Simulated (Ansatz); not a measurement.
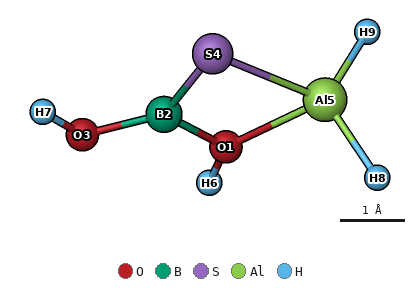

**Figure 1.** The structure as given in the input (ball-and-stick view, seen at a tilt; atoms are numbered from 1 in the order of the input). Sticks mark near contacts. Bond lengths as drawn: Al–H 1.58 Å, Al–O 1.96 Å, Al–S 2.29 Å, B–O 1.35 to 1.42 Å, B–S 1.78 Å and H–O 0.96 Å.

# AlBH4SO2: single-point calculation

System: AlBH4SO2.
Method: RKS PBE0-D4/def2-TZVPP (Ansatz 0.2.0).

The geometry comes from this level: PBE0-D4/def2-TZVP.

## The program's output
```
Functional definition: PBE0
  name "PBE0"
  cite "Adamo & Barone, J. Chem. Phys. 110, 6158 (1999) doi:10.1063/1.478522"
  cite "Perdew, Burke & Ernzerhof, Phys. Rev. Lett. 77, 3865 (1996) doi:10.1103/PhysRevLett.77.3865"
  parent pbe
  parameter a = 0.25
  parameter kappa = 0.804
  parameter beta = 0.06672455060314922
  exchange = (1 - a)*pbe_x(kappa = kappa, mu = beta*pi^2/3) + a*exact_x
  correlation = pbe_c(beta = beta)
1322 factors; their error is unknown
mean field evaluation 1: about -22256.6575 eV, gradient 6.4e1 eV
mean field evaluation 2: about -22249.4252 eV, gradient 9.1e1 eV
mean field evaluation 4: about -22263.1587 eV, gradient 3.1e0 eV
mean field evaluation 8: about -22263.1816 eV, gradient 4.6e-2 eV
mean field evaluation 16: about -22263.2120 eV, gradient 1.5e-5 eV
mean field -22263.21195291 eV, -818.1579487224 hartree, gradient 1.5e-5 eV, S^2 0.000000; 0 other end points of the search recorded, 0 dependent functions left out
reference -22263.21198731 eV, -818.1579499864 hartree; 27, 27 occupied and 206, 206 virtual orbitals, 1322 factors
Total energy: -22263.39444706 eV, -818.1646552587 hartree
```

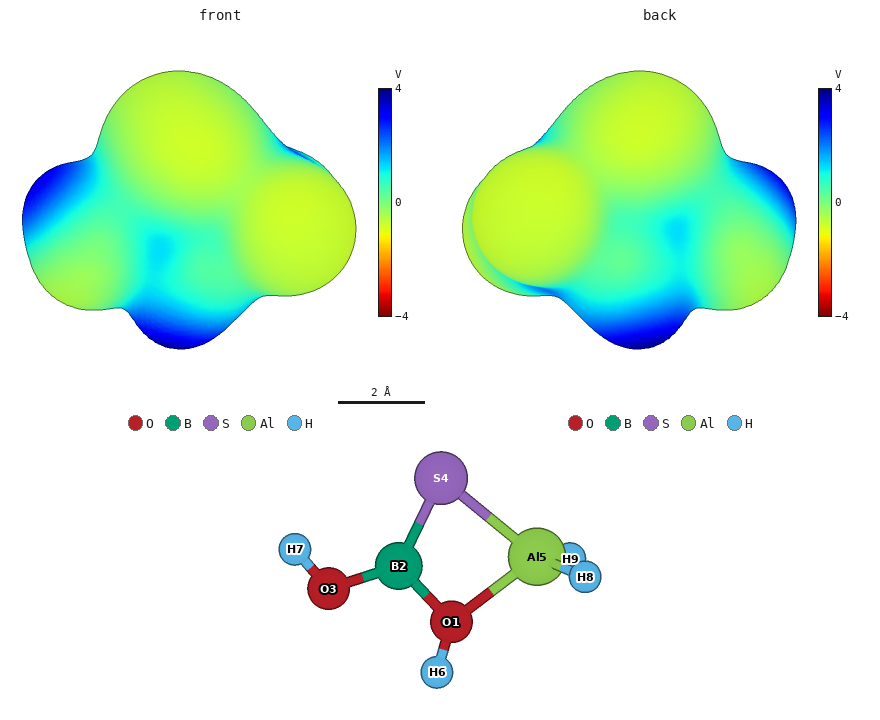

**Figure 2.** The molecular electrostatic potential painted on the density surface at 0.002 e/bohr³, seen face on and from behind; red is negative and blue positive. The bare structure is drawn below in the same view.

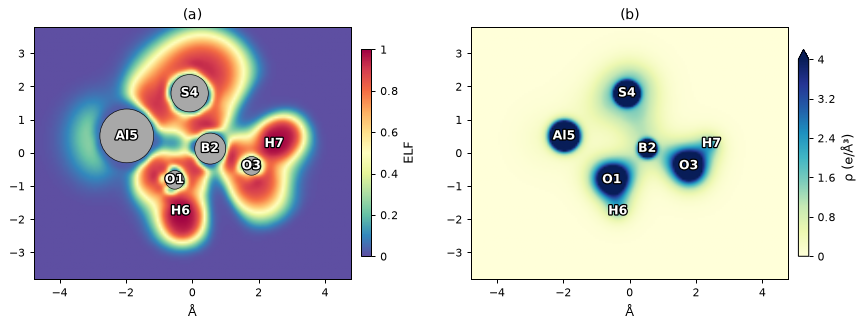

**Figure 3.** (a) ELF; (b) total electron density on the plane of atoms O1, B2 and O3. Grey discs, where drawn, cover atomic cores. The section cuts through O, B, S, Al and H sites. B–O (1.35 Å): ρ is about 2.2 e/Å³ halfway; the ELF peaks at about 0.90 between the atoms (a polar covalent bond). Al–O (1.96 Å): ρ is about 0.45 e/Å³ halfway; the ELF peaks at about 0.90 in the valence shell of O, 0.6 Å from its nucleus, and is about 0.45 at the midpoint. O–H (0.96 Å): ρ is about 3.9 e/Å³ halfway, with its minimum of 2.5 e/Å³ about 0.8 Å from O; the ELF climbs to about 1 towards the hydrogen, as it does in any bond to H (a covalent bond by its length).

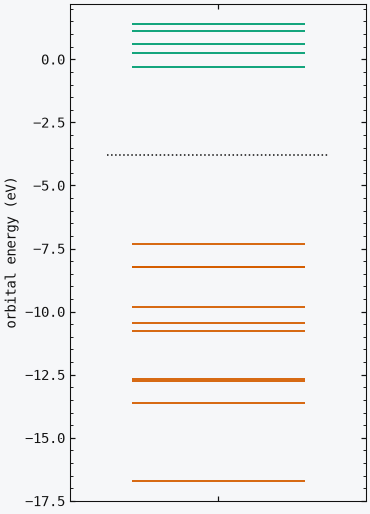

**Figure 4.** Orbital energies near the frontier; the dotted line parts filled from empty levels, and levels within 0.02 eV of each other stand side by side. Highest filled −7.31 eV, lowest empty −0.29 eV, 7.02 eV apart.

The run was set up as follows.

## The input
```yaml
crystal:
  periodic: [false, false, false]
  atoms:
    - {symbol: O, position_ang: [-0.133290, 0.038646, 0.863698]}
    - {symbol: B, position_ang: [0.106925, 0.900498, -0.243394]}
    - {symbol: O, position_ang: [0.194030, 2.217507, 0.041654]}
    - {symbol: S, position_ang: [0.236376, -0.026150, -1.758756]}
    - {symbol: Al, position_ang: [-0.103956, -1.633500, -0.162799]}
    - {symbol: H, position_ang: [-0.190758, 0.394296, 1.754899]}
    - {symbol: H, position_ang: [0.360707, 2.763069, -0.730333]}
    - {symbol: H, position_ang: [1.175631, -2.441463, 0.306011]}
    - {symbol: H, position_ang: [-1.557164, -2.259103, -0.088080]}
basis:
  gaussian: {orbitals: def2-TZVPP}
hamiltonian: {xc: pbe0, dispersion: d4}
output: {orbitals: {seedname: orbitals}}
```

Run as:
```bash
ansatz run in.yaml --threads 4 --pin off --events-out ev --progress --plain --max-ram 10444MiB
```

## Summary

```tsv
quantity	value
outcome	converged
total energy	−22263.3944 eV
mean-field energy	−22263.2120 eV
dispersion energy	−0.1825 eV
SCF solution under orbital rotations	stable
HOMO	−7.31 eV
LUMO	−0.29 eV
hardware	4 threads of Intel Xeon @ 2.80GHz, 23 GiB of memory available, shared host
wall time	2.8 s (CPU time 9.8 s)
peak memory	0.58 GiB
```
